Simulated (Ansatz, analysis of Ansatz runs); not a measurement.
# LaOF (R-3m), nudged elastic band: V_O hop (2.9 Å) (q = +2)

Aim: the barrier of one jump in LaOF (R-3m) at charge +2: V_O hop (2.9 Å). The model is a cell of 36 host atoms with 1 O taken out; O is the atom that moves.

Calculated with Ansatz 0.2.0; plane-wave PAW DFT, PBEsol; nudged elastic band between two relaxed defect structures at fixed charge in a uniform background.

### 1. The structure

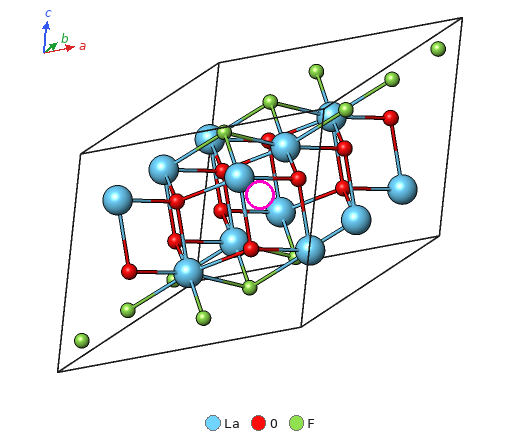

Start, viewed slightly off an axis; lanthanum blue, oxygen red, fluorine green. A ring marks the middle of the ideal hop wherever no atom is near it. Bonds to atoms that aren't drawn are left out.

The cell holds 35 atoms: 12 La, 11 O and 12 F. Cell: a = 8.026 Å, b = 12.040 Å, c = 7.079 Å, α = 73.5°, β = 73.5°, γ = 60.0°. It derives from LaOF (space group R-3m). Nearest the centre at fractional (0.500, 0.500, 0.999): O10 at 1.45 Å, La8 at 1.90 Å, La25 at 1.90 Å, O9 at 3.19 Å, O15 at 3.19 Å, O22 at 3.19 Å, O27 at 3.19 Å, F28 at 3.27 Å. The cell carries charge +2.

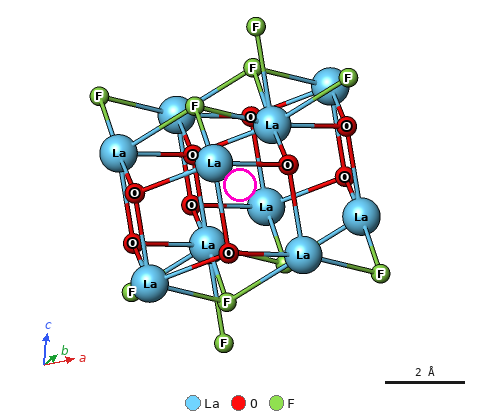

The atoms within 5 Å of the centre. A ring marks the middle of the ideal hop wherever no atom is near it.

The cell's shortest repeat is 7.1 Å.

### 2. Relaxation of the start point, charge +2

A barrier is counted from a minimum, so both ends are relaxed first. Small random displacements break the symmetry of the ideal sites, so that the defect can distort if it gains by it. The charge of +2 is set by the electron count, and a uniform background keeps the cell neutral.

qp2.start/input.yaml

```yaml
crystal:
  lattice:
    - [-4.01323028, 6.95111876, 0.0]
    - [-12.03969085, 0.0, 0.0]
    - [-2.00661514, 1.15851979, 6.68937331]
  atoms:
    - { symbol: La, position: [0.12912111, 0.08608074, 0.22527337] }
    - { symbol: La, position: [0.37087889, 0.2472526, 0.77472663] }
    - { symbol: O, position: [0.1884472, 0.12563147, 0.86931681] }
    - { symbol: O, position: [0.3115528, 0.20770187, 0.13068319] }
    - { symbol: F, position: [0.06449263, 0.04299509, 0.6130442] }
    - { symbol: F, position: [0.43550737, 0.29033824, 0.3869558] }
    - { symbol: La, position: [0.12912111, 0.41941407, 0.22527337] }
    - { symbol: La, position: [0.37087889, 0.58058593, 0.77472663] }
    - { symbol: O, position: [0.1884472, 0.4589648, 0.86931681] }
    - { symbol: O, position: [0.3115528, 0.5410352, 0.13068319] }
    - { symbol: F, position: [0.06449263, 0.37632842, 0.6130442] }
    - { symbol: F, position: [0.43550737, 0.62367158, 0.3869558] }
    - { symbol: La, position: [0.12912111, 0.7527474, 0.22527337] }
    - { symbol: La, position: [0.37087889, 0.91391926, 0.77472663] }
    - { symbol: O, position: [0.1884472, 0.79229813, 0.86931681] }
    - { symbol: O, position: [0.3115528, 0.87436853, 0.13068319] }
    - { symbol: F, position: [0.06449263, 0.70966176, 0.6130442] }
    - { symbol: F, position: [0.43550737, 0.95700491, 0.3869558] }
    - { symbol: La, position: [0.62912111, 0.08608074, 0.22527337] }
    - { symbol: La, position: [0.87087889, 0.2472526, 0.77472663] }
    - { symbol: O, position: [0.6884472, 0.12563147, 0.86931681] }
    - { symbol: O, position: [0.8115528, 0.20770187, 0.13068319] }
    - { symbol: F, position: [0.56449263, 0.04299509, 0.6130442] }
    - { symbol: F, position: [0.93550737, 0.29033824, 0.3869558] }
    - { symbol: La, position: [0.62912111, 0.41941407, 0.22527337] }
    - { symbol: La, position: [0.87087889, 0.58058593, 0.77472663] }
    - { symbol: O, position: [0.8115528, 0.5410352, 0.13068319] }
    - { symbol: F, position: [0.56449263, 0.37632842, 0.6130442] }
    - { symbol: F, position: [0.93550737, 0.62367158, 0.3869558] }
    - { symbol: La, position: [0.62912111, 0.7527474, 0.22527337] }
    - { symbol: La, position: [0.87087889, 0.91391926, 0.77472663] }
    - { symbol: O, position: [0.6884472, 0.79229813, 0.86931681] }
    - { symbol: O, position: [0.8115528, 0.87436853, 0.13068319] }
    - { symbol: F, position: [0.56449263, 0.70966176, 0.6130442] }
    - { symbol: F, position: [0.93550737, 0.95700491, 0.3869558] }
total_charge: 2
basis:
  ecutwfc: 420
  xc_grid: 2
hamiltonian:
  xc: pbesol
kpoints:
  mp_grid: { grid: [1, 1, 1] }
scf:
  occupations: { method: fixed }
  max_iter: 60
output:
  forces: true
relax:
  f_tol: 0.015
  max_steps: 70
  random_displacement: { amplitude: 0.03, seed: 7079 }
```

The run is started by

```bash
> ansatz run input.yaml --threads 4 --pin off --max-ram 7536MiB --backend cpu --events-out ev --progress --plain --runs-dir out
```

Numbers of over 12 decimals in the logs are rounded to 6 here.

The log of the run:

```text
[... repeated set-up lines and file paths are left out, and long positions are rounded to six places ...]
The last accepted step is kept in <dir> (removed where the run ends without a failure and the disk answers)
Engine: ansatz 0.2.0, aarch64-unknown-linux-gnu
Pseudopotentials: kind: paw
Pseudopotential: La, paw, valence charge 11, recommended cutoff 420 eV (normal), La.paw.azcp
Pseudopotential: O, paw, valence charge 6, recommended cutoff 420 eV (normal), O.paw.azcp
Pseudopotential: F, paw, valence charge 7, recommended cutoff 420 eV (normal), F.paw.azcp
Functional definition: PBEsol
  exchange = pbesol_x
  correlation = pbesol_c
Crystal: 35 atoms, lattice volume = 559.829 Å³
Basis set: ecut = 420 eV, 10937 PW (Γ), exchange–correlation on 108×162×96 points (8 copies of the dense FFT grid, shifted against one another)
Bands: 175, of which v1, the nominal top of the filled ones, is band 140 counted from 1 (139 counted from 0)
Symmetry: 1 space group operations
k-points: 1
Non-local potential: La, projectors of the file, l = 0: 3, l = 1: 2, l = 2: 2, l = 3: 3
Non-local potential: O, projectors of the file, l = 0: 2, l = 1: 2, l = 2: 1
Non-local potential: F, projectors of the file, l = 0: 2, l = 1: 2, l = 2: 1
PAW form: soft (Blöchl's): semilocal exchange-correlation on the pseudo side does not see the compensation charge
PAW frozen core: La, regenerated for the run's functional, and the local potential with it (the file was generated under x = pbe(κ = 0.804, μ = 0.219515), c = pbe(β = 0.066725))
PAW frozen core: O, regenerated for the run's functional, and the local potential with it (the file was generated under x = pbe(κ = 0.804, μ = 0.219515), c = pbe(β = 0.066725))
PAW frozen core: F, regenerated for the run's functional, and the local potential with it (the file was generated under x = pbe(κ = 0.804, μ = 0.219515), c = pbe(β = 0.066725))
PAW one-centre angular grid: La, 590 points (default); XC on 64 Gauss nodes
PAW one-centre angular grid: O, 110 points (default); XC on 64 Gauss nodes
PAW one-centre angular grid: F, 110 points (default); XC on 64 Gauss nodes
Initial density: superposition of atomic densities (neutral atoms scaled as one to the charged cell's electrons: chi_scale 0, normalization atom), corrected by the library's trained network
Initial wavefunctions: pseudopotential atomic-orbital guess
Functional: x = pbesol(κ = 0.804, μ = 0.123457), c = pbesol(β = 0.046)
SCF iter   1: F=—  HF=-89803.045801 eV  |F-HF|=—  |Δ(HF+E_count)|=         —  Δρ=1.27e-2  dr2=4.01e0  ethr=1.77e-3  ⟨swp⟩=6.0  Hψ=624  notcnv=0  defer=32
preconditioner: auto → Resta (q_TF=auto, 2.431 Å⁻¹)  ε∞=4.6  [insulator: Δε(μ)=2.982 eV  Ē_g=13.312 eV  n_scr=134 (ndim 8)  ℏωp=25.1 eV  f_vac=0.063  ε∞_Penn≈4.6]
SCF iter   2: F=—  HF=-89802.181542 eV  |F-HF|=—  |Δ(HF+E_count)|=   8.64e-1  Δρ=7.45e-3  dr2=1.41e0  ethr=1.43e-3  ⟨swp⟩=4.0  Hψ=265  notcnv=0  defer=32
SCF iter   3: F=—  HF=-89801.853825 eV  |F-HF|=—  |Δ(HF+E_count)|=   3.28e-1  Δρ=9.10e-3  dr2=3.90e-1  ethr=5.02e-4  ⟨swp⟩=4.0  Hψ=260  notcnv=0  defer=32
SCF iter   4: F=—  HF=-89801.774926 eV  |F-HF|=—  |Δ(HF+E_count)|=   7.89e-2  Δρ=1.86e-3  dr2=2.58e-2  ethr=1.39e-4  ⟨swp⟩=3.0  Hψ=319  notcnv=0  defer=33
SCF iter   5: F=—  HF=-89801.783991 eV  |F-HF|=—  |Δ(HF+E_count)|=   9.06e-3  Δρ=1.81e-3  dr2=1.87e-2  ethr=9.20e-6  ⟨swp⟩=4.0  Hψ=289  notcnv=0  defer=33
SCF iter   6: F=—  HF=-89801.781957 eV  |F-HF|=—  |Δ(HF+E_count)|=   2.03e-3  Δρ=3.57e-4  dr2=1.03e-3  ethr=6.66e-6  ⟨swp⟩=3.0  Hψ=264  notcnv=0  defer=33
SCF iter   7: F=—  HF=-89801.783519 eV  |F-HF|=—  |Δ(HF+E_count)|=   1.56e-3  Δρ=1.25e-4  dr2=2.34e-4  ethr=3.67e-7  ⟨swp⟩=3.0  Hψ=319  notcnv=0  defer=33
SCF iter   8: F=—  HF=-89801.783496 eV  |F-HF|=—  |Δ(HF+E_count)|=   2.35e-5  Δρ=8.50e-5  dr2=3.99e-5  ethr=8.35e-8  ⟨swp⟩=2.0  Hψ=258  notcnv=0  defer=33
SCF iter   9: F=-89801.783493 eV  HF=-89801.783491 eV  |F-HF|=1.47e-6  |Δ(HF+E_count)|=   4.36e-6  Δρ=2.01e-5  dr2=2.54e-6  ethr=2.01e-9  ⟨swp⟩=3.0  Hψ=726  notcnv=0
SCF 1 converged in 9 iterations: F = -89801.783493 eV  dr2 = 2.54e-6
  greatest PAW one-centre occupation: 0.973 electrons in one spin orbital (limit 2), on the La atom at site 30 (counted from 0), in its partial waves of l = 0
relax step   1: F+E_penalty+E_count = -89801.78349293 eV  Δ(F+E_penalty+E_count) = +0.000e0 eV  max|allowed force component| = 2.867e0 eV/Å  Δτ_max = 0.0000 Å  (9 SCF iters, dr2 threshold 5.63e-6 eV, accepted)
[... the SCF cycles and remarks between the steps are left out from here to the last step ...]
relax step   2: F+E_penalty+E_count = -89803.51332854 eV  Δ(F+E_penalty+E_count) = -1.730e0 eV  max|allowed force component| = 7.558e-1 eV/Å  Δτ_max = 0.1946 Å  (7 SCF iters, dr2 threshold 1.00e-4 eV, accepted)
relax step   3: F+E_penalty+E_count = -89803.89175649 eV  Δ(F+E_penalty+E_count) = -3.784e-1 eV  max|allowed force component| = 2.914e-1 eV/Å  Δτ_max = 0.2000 Å  (7 SCF iters, dr2 threshold 3.57e-5 eV, accepted)
relax step   4: F+E_penalty+E_count = -89803.86931584 eV  Δ(F+E_penalty+E_count) = +2.244e-2 eV  max|allowed force component| = 4.059e-1 eV/Å  Δτ_max = 0.1101 Å  (7 SCF iters, dr2 threshold 5.90e-6 eV, rejected (line search))
relax step   5: F+E_penalty+E_count = -89803.95133321 eV  Δ(F+E_penalty+E_count) = -5.958e-2 eV  max|allowed force component| = 1.549e-1 eV/Å  Δτ_max = 0.0537 Å  (9 SCF iters, accepted)
relax step   6: F+E_penalty+E_count = -89803.95661929 eV  Δ(F+E_penalty+E_count) = -5.286e-3 eV  max|allowed force component| = 7.302e-2 eV/Å  Δτ_max = 0.0369 Å  (6 SCF iters, dr2 threshold 3.56e-6 eV, accepted)
relax step   7: F+E_penalty+E_count = -89803.95959478 eV  Δ(F+E_penalty+E_count) = -2.975e-3 eV  max|allowed force component| = 3.555e-2 eV/Å  Δτ_max = 0.0169 Å  (6 SCF iters, dr2 threshold 1.19e-6 eV, accepted)
relax step   8: F+E_penalty+E_count = -89803.96064075 eV  Δ(F+E_penalty+E_count) = -1.046e-3 eV  max|allowed force component| = 1.440e-2 eV/Å  Δτ_max = 0.0162 Å  (7 SCF iters, dr2 threshold 2.81e-7 eV, accepted)
iter 1 solved again at ethr=1.59e-11 eV; its pass at ethr=3.10e-3 eV (dr2=4.46e-8 eV) is discarded
SCF iter   1: F=—  HF=-89803.960528 eV  |F-HF|=—  |Δ(HF+E_count)|=         —  Δρ=3.64e-6  dr2=4.52e-8  ethr=1.59e-11  ⟨swp⟩=2.0  Hψ=504  notcnv=0  defer=29
SCF iter   2: F=—  HF=-89803.960641 eV  |F-HF|=—  |Δ(HF+E_count)|=   1.13e-4  Δρ=1.98e-6  dr2=1.68e-8  ethr=1.59e-11  ⟨swp⟩=4.0  Hψ=599  notcnv=0
SCF iter   3: F=-89803.960641 eV  HF=-89803.960641 eV  |F-HF|=1.01e-8  |Δ(HF+E_count)|=   6.24e-9  Δρ=1.05e-6  dr2=6.35e-9  ethr=6.01e-12  ⟨swp⟩=2.0  Hψ=394  notcnv=0
SCF 9 converged in 3 iterations: F = -89803.960641 eV  dr2 = 6.35e-9
relax step   9: F+E_penalty+E_count = -89803.96064076 eV  Δ(F+E_penalty+E_count) = -1.289e-8 eV  max|allowed force component| = 1.441e-2 eV/Å  Δτ_max = 0.0000 Å  (3 SCF iters, accepted)
SCF converged after 3 iterations
Free energy (F): -89803.960641 eV
Harris-Foulkes:  -89803.960641 eV  (|F-HF|=1.01e-8)
Internal energy: -89803.960641 eV  (E = F + TS)
E sigma→0 (E₀):  -89803.960641 eV
Fermi energy:    8.209541 eV
--- Per-component energies (eV) ---
  E_band       = -525.128241
  E_kinetic    = 6696.867322
  E_local      = -14562.108015  (includes V_loc(G=0)·N_el)
  E_nonlocal   = 2586.821879
  E_hartree    = 5367.808868
  E_xc         = -3405.061771
  E_vxc        = -4011.924030  (∫ρ·V_xc dr)
  E_paw        = -67949.050626  (= ΣΔE_a)
  E_vpaw       = -1970.453229  (= ΣTr[D̂ρ^β])
  E_aug_tail   = 0.050945  (compensation charges beyond the density's cutoff)
  E_ewald      = -18542.220835
  E_core_change = 2.931592  (= ΣΔE_core)
  E_smearing   = -0.000000  (= −TS)
  E_closure    = -0.000000  (closes the sum)
  E_deformation_potential = 37.512472  (in the stress; not in F)
  Σ components = -89803.960641   (vs F -89803.960641, Δ=0.00e0)
--- Forces (eV/Å), atoms counted from 1 ---
  atom   1  La     0.01006120     0.00653920    -0.00412931
  atom   2  La    -0.00123807     0.00063071     0.00297414
  atom   3  O     -0.00304647     0.01374414     0.00063206
  atom   4  O      0.00412621    -0.00313203    -0.00235457
  atom   5  F      0.00128104    -0.00659423    -0.00533767
  atom   6  F     -0.00375070     0.00562672    -0.00420665
  atom   7  La    -0.00115395     0.01118923    -0.00074961
  atom   8  La    -0.00157476    -0.00403740     0.00188877
  atom   9  O     -0.00247525     0.00625797     0.00151888
  atom  10  O     -0.00190574    -0.00995512    -0.00046779
  atom  11  F     -0.00273183    -0.01172861    -0.00156057
  atom  12  F     -0.00406271     0.00135492    -0.00191626
  atom  13  La     0.00856990    -0.00614693     0.00943870
  atom  14  La     0.00117617    -0.00501413    -0.00227939
  atom  15  O      0.00526035     0.00569347     0.00352750
  atom  16  O     -0.00130847    -0.00216133    -0.00178011
  atom  17  F     -0.00381490    -0.00735667     0.00777249
  atom  18  F     -0.00342782     0.00859059     0.00585081
  atom  19  La     0.00778838    -0.00725505     0.00068212
  atom  20  La     0.01063433     0.00407550     0.00475991
  atom  21  O     -0.00275738     0.01019638    -0.00311102
  atom  22  O     -0.00147656    -0.00892287     0.00353364
  atom  23  F      0.00194499    -0.00624654     0.00455058
  atom  24  F      0.00245966    -0.00025944    -0.00077566
  atom  25  La     0.00742897    -0.00397923    -0.00138630
  atom  26  La    -0.00540735     0.00139271     0.00289722
  atom  27  O      0.00740511    -0.00513548     0.00700463
  atom  28  F     -0.00619839    -0.00110395    -0.00306959
  atom  29  F     -0.00919024     0.01280848     0.00425617
  atom  30  La     0.00161766    -0.00441727    -0.00435113
  atom  31  La     0.00448621     0.00149861    -0.00055857
  atom  32  O     -0.00291793     0.01062181    -0.00722777
  atom  33  O     -0.01163863    -0.00684399     0.00147670
  atom  34  F      0.00083488     0.00001884    -0.01440734
  atom  35  F     -0.00500861     0.00003611    -0.00305835
  max |Σ_I F_I| component: 3.67e-5 eV/Å
--- Relaxed structure (9 steps of the walk, 8 accepted, 0 SCFs on fresh bases) ---
  F+E_penalty+E_count = -89803.96064076 eV   max|allowed force component| = 1.441e-2 eV/Å
  atoms:
    - { symbol: La, position: [0.133858, 0.082376, 0.223874] }
    - { symbol: La, position: [0.369183, 0.246526, 0.779931] }
    - { symbol: O, position: [0.195797, 0.119549, 0.870059] }
    - { symbol: O, position: [0.310288, 0.209545, 0.131333] }
    - { symbol: F, position: [0.067786, 0.039676, 0.612135] }
    - { symbol: F, position: [0.420612, 0.297903, 0.405987] }
    - { symbol: La, position: [0.131908, 0.416236, 0.220837] }
    - { symbol: La, position: [0.346996, 0.593617, 0.768493] }
    - { symbol: O, position: [0.186943, 0.462096, 0.867973] }
    - { symbol: O, position: [0.341942, 0.534190, 0.111787] }
    - { symbol: F, position: [0.025184, 0.384286, 0.640611] }
    - { symbol: F, position: [0.431797, 0.625371, 0.391380] }
    - { symbol: La, position: [0.131256, 0.753847, 0.216771] }
    - { symbol: La, position: [0.377635, 0.911506, 0.771729] }
    - { symbol: O, position: [0.185525, 0.793292, 0.865983] }
    - { symbol: O, position: [0.313854, 0.873692, 0.126538] }
    - { symbol: F, position: [0.060731, 0.712585, 0.606703] }
    - { symbol: F, position: [0.439198, 0.951725, 0.386399] }
    - { symbol: La, position: [0.629905, 0.084322, 0.225729] }
    - { symbol: La, position: [0.890743, 0.228010, 0.769845] }
    - { symbol: O, position: [0.688744, 0.124386, 0.868242] }
    - { symbol: O, position: [0.797835, 0.228625, 0.115116] }
    - { symbol: F, position: [0.562719, 0.044457, 0.609586] }
    - { symbol: F, position: [0.942034, 0.286632, 0.392274] }
    - { symbol: La, position: [0.624007, 0.414362, 0.266412] }
    - { symbol: La, position: [0.882126, 0.589722, 0.765004] }
    - { symbol: O, position: [0.802579, 0.534444, 0.112086] }
    - { symbol: F, position: [0.579275, 0.384571, 0.638293] }
    - { symbol: F, position: [0.946193, 0.618819, 0.373290] }
    - { symbol: La, position: [0.630562, 0.750286, 0.221512] }
    - { symbol: La, position: [0.864368, 0.918738, 0.772998] }
    - { symbol: O, position: [0.693591, 0.790033, 0.869261] }
    - { symbol: O, position: [0.808738, 0.876884, 0.129379] }
    - { symbol: F, position: [0.579486, 0.686906, 0.629338] }
    - { symbol: F, position: [0.936280, 0.961061, 0.378859] }
```

It took 28 s on 4 threads of Arm Neoverse V1, shared host; peak memory 0.69 GiB.

Step by step:

```csv
step,energy less that of the first step (eV),largest force component (eV/Å)
1,0.0000,2.8669
2,-1.7298,0.7558
3,-2.1083,0.2914
4,-2.0858,0.4059
5,-2.1678,0.1549
6,-2.1731,0.0730
7,-2.1761,0.0355
8,-2.1771,0.0144
9,-2.1771,0.0144
```

Relaxation step 4 was tried and not accepted.

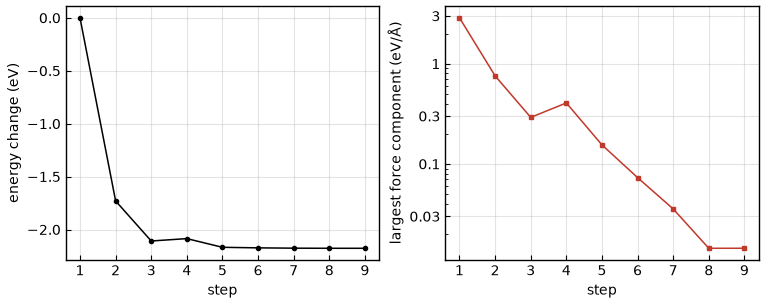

Energy and largest force along the relaxation.

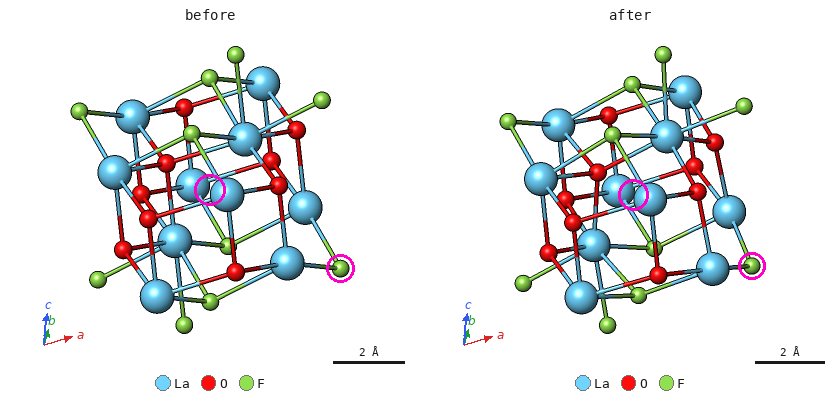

Before and after: the atoms that start within 5 Å of the centre. F11, which moves most, is ringed if it is among them. A ring with no atom in it marks the middle of the ideal hop.

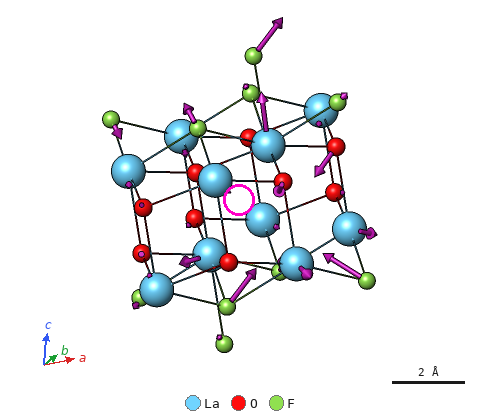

Displacements in the relaxation from the typed sites near the centre, exaggerated, the mean shift taken out; the longest in the cell stands for 0.31 Å. A ring marks the middle of the ideal hop wherever no atom is near it.

The atoms that moved most (Å, from the sites as typed, ahead of the random displacement, the mean shift of all atoms taken out):

```csv
atom,dx,dy,dz,length
F11,0.005,-0.245,0.183,0.306
F28,-0.211,0.128,0.168,0.298
La25,-0.003,0.008,0.274,0.274
F34,0.180,0.119,0.108,0.241
O22,-0.167,-0.117,-0.105,0.229
O10,-0.003,0.186,-0.127,0.225
O27,0.151,-0.088,-0.125,0.215
La20,0.160,0.129,-0.034,0.208
```

Final coordinates:

```xyz
35
Lattice="-4.0132 6.9511 0.0000 -12.0397 0.0000 0.0000 -2.0066 1.1585 6.6894" Properties=species:S:1:pos:R:3 pbc="T T T"
La   -1.9782    1.1898    1.4976
La   -6.0147    3.4698    5.2172
O    -3.9710    2.3690    5.8202
O    -4.0316    2.3090    0.8785
F    -1.9780    1.1804    4.0948
F    -6.0893    3.3941    2.7158
La   -5.9839    1.1728    1.4773
La  -10.0816    3.3023    5.1407
O    -8.0554    2.3050    5.8062
O    -8.0281    2.5064    0.7478
F    -6.0132    0.9172    4.2853
F   -10.0475    3.4549    2.6181
La  -10.0378    1.1635    1.4501
La  -14.0384    3.5190    5.1624
O   -12.0332    2.2929    5.7929
O   -12.0325    2.3282    0.8465
F   -10.0404    1.1250    4.0585
F   -13.9964    3.5006    2.5848
La   -3.9961    4.6401    1.5100
La   -7.8647    7.0835    5.1498
O    -6.0039    5.7934    5.8080
O    -6.1855    5.6792    0.7701
F    -4.0168    4.6177    4.0778
F    -8.0187    7.0026    2.6241
La   -8.0277    4.6462    1.7821
La  -12.1753    7.0180    5.1174
O    -9.8804    5.7087    0.7498
F    -8.2357    4.7661    4.2698
F   -11.9967    7.0096    2.4971
La  -12.0083    4.6397    1.4818
La  -16.0813    6.9039    5.1709
O   -14.0396    5.8283    5.8148
O   -14.0627    5.7715    0.8655
F   -11.8586    4.7572    4.2099
F   -16.0886    6.9471    2.5343
```

Neighbours of O10 at the end:

```csv
atom,distance (Å)
La8,2.325
La25,2.377
La13,2.517
La7,2.547
F6,2.902
O9,2.903
F12,2.911
O15,2.929
```

Read from the output:

| Item | Value |
| --- | --- |
| free energy | -89803.9606 eV |
| largest move from the ideal geometry of this structure, a common shift of the far atoms taken out | 0.3314 Å |

The relaxation gained 2.177 eV and ended with a largest force component of 0.014 eV/Å.

[end of part 1 of 4]

[Logs are printed without paths, hosts, clocks, repeated set-up lines and the standing remarks that a program may print on its own settings, such as how far it seeks lower states.]

[Hosts, paths, dates, database ids (printed as entryN), source tags and the programs' standing remarks are cut or masked in the printed files.]
